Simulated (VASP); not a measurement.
Data:

```yaml
crystal:
  lattice:
    - [0.00000, 3.15142, 3.15142]
    - [3.15142, 0.00000, 3.15142]
    - [3.15142, 3.15142, 0.00000]
  atoms:
    - { symbol: Ba, position: [0.00000, 0.00000, 0.00000] }
    - { symbol: S, position: [0.50000, 0.50000, 0.50000] }
```

Calculation: LDA (Ceperley-Alder, Perdew-Zunger), VASP's LDA PAW potentials (set 64) (plane waves; VASP). Run with 520 eV cut-off, 8×8×8 Γ-centred mesh, tetrahedra with Blöchl corrections, potentials Ba_sv S.

Unless said otherwise, spin-orbit coupling is left out, though it shifts the bands of the heavy elements here.

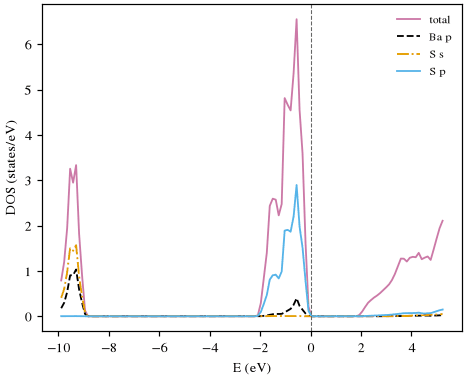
Fig. 1. Total and projected density of states, zero at the valence-band maximum

Within 2 eV below the valence-band maximum the largest weight inside VASP's projection spheres is S p.

The gap is indirect, 1.83 eV, from the valence maximum at Γ to the conduction minimum at X.

The compound is BaS in the rock salt structure. It was relaxed first.
